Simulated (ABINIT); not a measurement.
# A GW chain in ABINIT: Cl (Cmce), part 3 of 3

Aim: the G0W0 gap of Cl (Cmce) on PBE, step by step.

ABINIT 10.8.3; PBE and many-body steps on it, plane waves. Known limits of the many-body steps: not at the basis limit; coarse k mesh.

So far. Step 3 (Bands along the symmetry lines): The gap is 2.457 eV, −0.012 eV from the run before at this level. Step 4 (Empty states on the mesh, 4×4×2 mesh, 111 bands): On this mesh the gap is 2.469 eV.

### Step 5. Screening, 4×4×2 mesh, 101 bands, screening to 108.8 eV

The RPA dielectric matrix is built and inverted for each q.

This step: RPA screening on PBE, plane waves, norm-conserving pseudopotentials.

run.abi reads:

```
acell 3*1.0 Angstrom
rprim 
  3.145000000000 -2.250000000000 0.000000000000
  3.145000000000 2.250000000000 0.000000000000
  0.000000000000 0.000000000000 8.210000000000
ntypat 1
znucl 17
natom 4
typat 1 1 1 1
xred 
  0.870000000000 0.130000000000 0.100000000000
  0.630000000000 0.370000000000 0.600000000000
  0.130000000000 0.870000000000 0.900000000000
  0.370000000000 0.630000000000 0.400000000000
pp_dirpath "pseudos"
pseudos "Cl.upf"
ecut 25
ngkpt 4 4 2
nshiftk 1
shiftk 0 0 0
kptopt 1
chksymbreak 0
istwfk *1
occopt 1
irdwfk 1
optdriver 3
nband 101
ecuteps 4
inclvkb 2
awtr 1
symchi 1
indata_prefix "in"
outdata_prefix "out"
tmpdata_prefix "tmp"
```

On the command line:

```
> OMP_NUM_THREADS=1 mpirun -n 8 abinit run.abi > log
```

Numbers of over 12 decimals in the logs are rounded to 6 here.

The log of the run:

```text
.Version 10.8.3 of ABINIT. v10.8.2 released Aug 2026.

 Symmetries : space group Cm c a (# 64); Bravais oC (1-face-center ortho.)
[... echo of the input left out ...]
== DATASET  1 ==================================================================
-   mpi_nproc: 8, omp_nthreads: 1 (-1 if OMP is not activated)

--- !DatasetInfo
iteration_state: {dtset: 1, }
dimensions: {natom: 4, nkpt: 14, mband: 101, nsppol: 1, nspinor: 1, nspden: 1, mpw: 4726, }
cutoff_energies: {ecut:  25.0, pawecutdg:  -1.0, }
electrons: {nelect:   2.80000000E+01, charge:   0.00000000E+00, occopt:   1.00000000E+00, tsmear:   1.00000000E-02, }

 SCREENING: Calculation of the susceptibility and dielectric matrices

 Based on a program developped by R.W. Godby, V. Olevano, G. Onida, and L. Reining.
 Incorporated in ABINIT by V. Olevano, G.-M. Rignanese, and M. Torrent.
.Using double precision arithmetic ; gwpc =  8

[... cell and pseudopotentials left out ...]
--------------------------------------------------------------------------------

 ==== K-mesh for the wavefunctions ====
 Number of points in the irreducible wedge :    14
[... list of points left out ...]
 Together with  8 symmetry operations and time-reversal symmetry
 yields    32 points in the full Brillouin Zone.

 ==== Q-mesh for the screening function ====
 Number of points in the irreducible wedge :    14
[... list of points left out ...]
 Together with  8 symmetry operations and time-reversal symmetry
 yields    32 points in the full Brillouin Zone.

 setmesh: FFT mesh size selected  =    24x   24x   50
          total number of points  =        28800

 vcoul_init : cutoff-mode = AUXILIARY_FUNCTION
 q-points for optical limit:   1
     1)      0.000010    0.000020    0.000030

- screening: taking advantage of time-reversal symmetry
- Maximum band index for partially occupied states nbvw = 14
- Remaining bands to be divided among processors   nbcw = 87
- Number of bands treated by each node ~10

 Number of electrons calculated from density =   28.0000; Expected =   28.0000
 average of density, n =  0.035710
 r_s =    1.8838
 omega_plasma =   18.2284 [eV]

 calculating chi0 at frequencies [eV] :
  1    0.000000E+00    0.000000E+00
  2    0.000000E+00    1.822838E+01

--------------------------------------------------------------------------------
  q-point number  1        q = ( 0.000000, 0.000000, 0.000000) [r.l.u.]
--------------------------------------------------------------------------------
[... chi0 elements left out ...]
 For q-point:  0.000010 0.000020 0.000030
  dielectric constant =   2.8165
  dielectric constant without local fields =   3.4583

  Average fulfillment of the sum rule on Im[epsilon] for q-point    1 :     66.23  [%]
[... wings left out ...]
  q-point number  2        q = ( 0.250000, 0.000000, 0.000000) [r.l.u.]
--------------------------------------------------------------------------------
[... chi0 elements left out ...]
  Average fulfillment of the sum rule on Im[epsilon] for q-point    2 :     71.29  [%]

 [... 12 further q-points ...]
```

Wall time 33 s (8 MPI ranks of Arm Neoverse V2, shared host); peak memory 2.1 GiB; 4.4 min of CPU time.

Numbers from this step:

```
ε∞ with local fields, on this mesh, along the program's q direction : 2.817
the same without local fields                                       : 3.458
plasma frequency                                                    : 18.23 eV
plane waves in the screening matrix                                 : 299
```

Local fields lower ε∞ by 19 %. On a Γ-centred mesh this coarse the value itself is usually too large, while a short band sum pulls it down.

### Step 6. Self-energy, 4×4×2 mesh, 101 bands, screening to 108.8 eV

The self-energy is evaluated for the states that the input lists, and the levels follow from it, in one-shot runs by the linearised quasiparticle equation.

This step: G0W0 on PBE, plane waves, norm-conserving pseudopotentials.

run.abi, as its differences from that of step 5:

```diff
@@ -25,8 +25,17 @@
 irdwfk 1
-optdriver 3
+optdriver 4
 nband 101
+gwcalctyp 0
+ecutsigx 25
+symsigma 1
+nkptgw 2
+kptgw 
+  0.5000000000 0.5000000000 0.0000000000
+  0.0000000000 0.0000000000 0.0000000000
+bdgw 
+  13 16
+  13 16
 ecuteps 4
-inclvkb 2
-awtr 1
-symchi 1
+irdscr 1
+ppmodel 1
 indata_prefix "in"
```

The log of the run:

```text
.Version 10.8.3 of ABINIT. v10.8.2 released Aug 2026.

 Symmetries : space group Cm c a (# 64); Bravais oC (1-face-center ortho.)
[... echo of the input left out ...]
== DATASET  1 ==================================================================
-   mpi_nproc: 8, omp_nthreads: 1 (-1 if OMP is not activated)

--- !DatasetInfo
iteration_state: {dtset: 1, }
dimensions: {natom: 4, nkpt: 14, mband: 101, nsppol: 1, nspinor: 1, nspden: 1, mpw: 4726, }
cutoff_energies: {ecut:  25.0, pawecutdg:  -1.0, }
electrons: {nelect:   2.80000000E+01, charge:   0.00000000E+00, occopt:   1.00000000E+00, tsmear:   1.00000000E-02, }

 SIGMA: Calculation of the GW corrections

 Based on a program developped by R.W. Godby, V. Olevano, G. Onida, and L. Reining.
 Incorporated in ABINIT by V. Olevano, G.-M. Rignanese, and M. Torrent.
.Using double precision arithmetic ; gwpc =  8

[... cell and pseudopotentials left out ...]
--------------------------------------------------------------------------------

 ==== K-mesh for the wavefunctions ====
 Number of points in the irreducible wedge :    14
[... list of points left out ...]
 Together with  8 symmetry operations and time-reversal symmetry
 yields    32 points in the full Brillouin Zone.

 ==== Q-mesh for screening function ====
 Number of points in the irreducible wedge :    14
[... list of points left out ...]
 Together with  8 symmetry operations and time-reversal symmetry
 yields    32 points in the full Brillouin Zone.

 vcoul_init : cutoff-mode = AUXILIARY_FUNCTION
 q-points for optical limit:   1
     1)      0.000010    0.000020    0.000030
 setmesh: FFT mesh size selected  =    36x   36x   72
          total number of points  =        93312

 Number of electrons calculated from density =   28.0000; Expected =   28.0000
 average of density, n =  0.035710
 r_s =    1.8838
 omega_plasma =   18.2284 [eV]

 === KS Band Gaps ===
  >>>> For spin  1
   Minimum direct gap =   2.5251 [eV], located at k-point      :   0.0000  0.0000  0.0000
   Fundamental gap    =   2.4691 [eV], Top of valence bands at :   0.5000  0.5000  0.0000
                                       Bottom of conduction at :   0.0000  0.0000  0.0000
 SIGMA fundamental parameters:
 PLASMON POLE MODEL  1
 number of plane-waves for SigmaX                 4675
 number of plane-waves for SigmaC and W            299
 number of plane-waves for wavefunctions          4675
 number of bands                                   101
 number of independent spin polarizations            1
 number of spinorial components                      1
 number of k-points in IBZ                          14
 number of q-points in IBZ                          14
 number of symmetry operations                       8
 number of k-points in BZ                           32
 number of q-points in BZ                           32
 number of frequencies for dSigma/dE                 9
 frequency step for dSigma/dE [eV]                0.25
 number of omega for Sigma on real axis              0
 max omega for Sigma on real axis  [eV]           0.00
 zcut for avoiding poles [eV]                     0.10

 EPSILON^-1 parameters (SCR file):
 dimension of the eps^-1 matrix on file            299
 dimension of the eps^-1 matrix used               299
 number of plane-waves for wavefunctions          4675
 number of bands                                   101
 number of q-points in IBZ                          14
 number of frequencies                               2
 number of real frequencies                          1
 number of imag frequencies                          1

 matrix elements of self-energy operator (all in [eV])

 Perturbative Calculation

--- !SelfEnergy_ee
iteration_state: {dtset: 1, }
kpoint     : [   0.500,    0.500,    0.000, ]
spin       : 1
KS_gap     :    2.546
QP_gap     :    5.775
Delta_QP_KS:    3.229
data: !SigmaeeData |
     Band     E0 <VxcDFT>   SigX SigC(E0)      Z dSigC/dE  Sig(E)    E-E0       E
       13  -1.186 -14.321 -18.741   2.716   0.790  -0.265 -15.668  -1.347  -2.533
       14  -0.824 -14.674 -19.122   2.694   0.793  -0.260 -16.066  -1.392  -2.216
       15   1.722 -14.106  -8.998  -2.797   0.795  -0.258 -12.269   1.837   3.560
       16   1.912 -14.243  -9.064  -2.811   0.793  -0.261 -12.365   1.878   3.790

--- !SelfEnergy_ee
iteration_state: {dtset: 1, }
kpoint     : [   0.000,    0.000,    0.000, ]
spin       : 1
KS_gap     :    2.525
QP_gap     :    5.688
Delta_QP_KS:    3.163
data: !SigmaeeData |
     Band     E0 <VxcDFT>   SigX SigC(E0)      Z dSigC/dE  Sig(E)    E-E0       E
       13  -0.970 -14.511 -19.022   2.721   0.793  -0.262 -15.930  -1.419  -2.389
       14  -0.880 -14.708 -19.184   2.726   0.792  -0.262 -16.095  -1.387  -2.267
       15   1.645 -13.980  -8.981  -2.771   0.797  -0.255 -12.204   1.776   3.421
       16   2.208 -14.626  -9.222  -2.936   0.789  -0.267 -12.679   1.948   4.155

== END DATASET(S) ==============================================================
================================================================================

 -outvars: echo values of variables after computation  --------
           etotal      0.0000000000E+00
            nband         101
             nkpt          14
          spgroup          64
 [... the other variables as echoed above ...]

 Calculation completed.
```

Elapsed: 7.1 s, on 8 MPI ranks; peak memory 1.9 GiB.

This step gave:

```
G0W0 gap on the points computed              : 5.637 eV
starting gap on the mesh                     : 2.469 eV
k of the valence top                         : 0.5, 0.5, 0
k of the conduction bottom                   : 0, 0, 0
Z at the valence top                         : 0.793
Z at the conduction bottom                   : 0.797
least direct G0W0 gap on the computed points : 5.688 eV
```

The gap on the mesh goes from 2.47 eV to 5.64 eV, a correction of +3.17 eV.

Limits: finite bands, cutoff and mesh; coarse k mesh. v1 is the top filled band, c1 the lowest empty one. The levels before and after the correction (eV, zero at the valence-band top of each column):

```tsv
	conduction bottom	valence top
Kohn-Sham	2.47	0.00
G0W0	5.64	0.00
```

```tsv
	level	energy (eV)
Kohn-Sham	(0.5 0.5 0) v2	-0.362
Kohn-Sham	(0.5 0.5 0) v1	0.000
Kohn-Sham	(0.5 0.5 0) c1	2.546
Kohn-Sham	(0.5 0.5 0) c2	2.736
Kohn-Sham	Γ v2	-0.146
Kohn-Sham	Γ v1	-0.056
Kohn-Sham	Γ c1	2.469
Kohn-Sham	Γ c2	3.031
G0W0	(0.5 0.5 0) v2	-0.317
G0W0	(0.5 0.5 0) v1	0.000
G0W0	(0.5 0.5 0) c1	5.776
G0W0	(0.5 0.5 0) c2	6.006
G0W0	Γ v2	-0.173
G0W0	Γ v1	-0.051
G0W0	Γ c1	5.637
G0W0	Γ c2	6.371
```

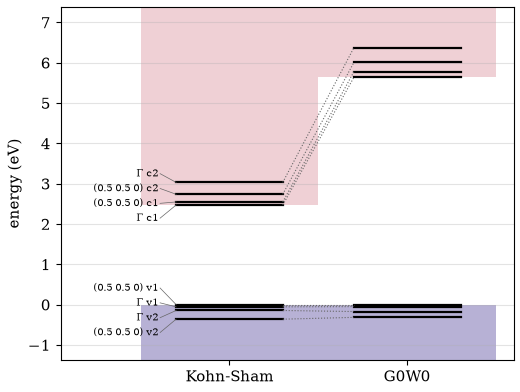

Levels before and after the correction. Shaded: valence and conduction bands.

### Step 7. Where the time went

Times are wall times on 8 MPI ranks of Arm Neoverse V2, shared host, good to a factor of about two.

```tsv
step	time	share	memory (GiB)
ground state	15 s	15 %	0.65
bands along the symmetry lines	17 s	17 %	0.63
empty states on the mesh	24 s	25 %	0.65
screening	33 s	34 %	2.1
self-energy	7.1 s	7 %	1.9
```

### Step 8. What came out

```yaml
pbe_gap: 2.46 eV, indirect
g0w0_gap_on_the_mesh: 5.64 eV
gw_settings: 4×4×2 mesh, 101 bands, screening to 108.8 eV, Godby-Needs plasmon pole
known_limits: not at the basis limit; coarse k mesh
```

In words: G0W0 moves the gap on the mesh from 2.47 eV to 5.64 eV (+3.17 eV), with Z of 0.79 and 0.80 at the edges. Local fields lower the RPA ε∞ on this mesh from 3.46 to 2.82; a Γ-centred mesh this coarse tends to raise both, most where the direct gap is narrow, while a short band sum lowers them. Only 2 of the mesh's irreducible points were corrected, so a valley elsewhere could overtake. Bands and cutoff are finite, so the gap is not at the basis limit. The miss can reach some tenths of an eV and take either sign; the mesh is an error of its own. In the G0W0 run levels were corrected at 2 k points alone, so a gap called «on the mesh» is the least over those, and an edge elsewhere would be missed. The 4×4×2 mesh is coarse for this cell, which bears on the long-range parts of exchange and screening.

[Paths, hosts, dates, memory and timing lines, banners, echoed tables and standing remarks are left out of the program output.]

[Logs are printed without paths, hosts, clocks, repeated set-up lines and the standing remarks that a program may print on its own settings, such as how far it seeks lower states.]

[Runs of the session that timed out or met a known fault of the program may be left out.]

[Hosts, paths, dates, database ids (printed as entryN), source tags and the programs' standing remarks are cut or masked in the printed files.]

[G0W0 gaps are taken among the corrected bands and points alone; a level outside them can change the order at an edge.]

[Where Ansatz stands beside ABINIT at settings called matched, ABINIT's density can come from a denser mesh and the files from another edition; pairs whose starting gaps differed by over 0.03 eV were left out, so agreement reads better than it is.]
